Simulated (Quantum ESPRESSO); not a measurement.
Band structure of CuCl (F-43m, 2 atoms in the cell).

```yaml
crystal:
  lattice:
    - [0.00000, 2.70446, 2.70446]
    - [2.70446, 0.00000, 2.70446]
    - [2.70446, 2.70446, 0.00000]
  atoms:
    - { symbol: Cu, position: [0.00000, 0.00000, 0.00000] }
    - { symbol: Cl, position: [0.25000, 0.25000, 0.25000] }
```

Method of the run: PBE, SSSP 1.1.2 efficiency (PBE) pseudopotentials (plane waves; Quantum ESPRESSO 7.5).

Settings: ecutwfc = 50 Ry; ecutrho = 400 Ry; occupations = smearing; smearing = fermi-dirac; degauss = 0.000734986 Ry; potentials = {Cu: Cu_pbe_v1.2.uspp.F.UPF, Cl: cl_pbe_v1.4.uspp.F.UPF}; K_POINTS = automatic 7 7 7 0 0 0; nbnd = 19; conv_thr = 1e-10 Ry; mixing_beta = 0.5.

The starting cell has typed, rounded lattice constants, without a prior relaxation at this level. Its lattice was rescaled by a random factor within 2.5 % of one.

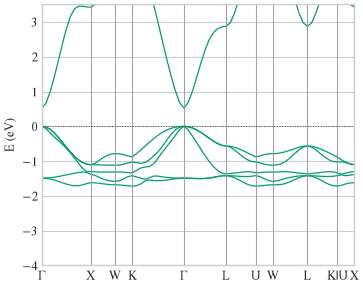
Fig. 1. Bands along the path, energies from the top of the valence band on the SCF mesh.

Q: Read off roughly the gap and where its edges lie.

A: The gap along the path is about 0.5 eV (computed: 0.53 eV), direct at Γ to within 0.01 eV.

Levels in eV from the top of the valence band on the SCF mesh, bands 10 to 17:
```csv
point,10,11,12,13,14,15,16,17
Γ,-1.49,0.00,0.00,0.00,0.53,6.64,6.64,6.64
X,-1.38,-1.30,-1.10,-1.10,3.42,4.44,8.75,10.95
W,-1.58,-1.31,-1.12,-0.79,5.04,5.19,7.38,7.77
K,-1.42,-1.34,-1.02,-0.88,4.19,5.09,8.04,9.13
L,-1.42,-1.36,-0.56,-0.56,2.87,6.80,7.08,7.08
U,-1.42,-1.34,-1.02,-0.88,4.19,5.09,8.04,9.13
```
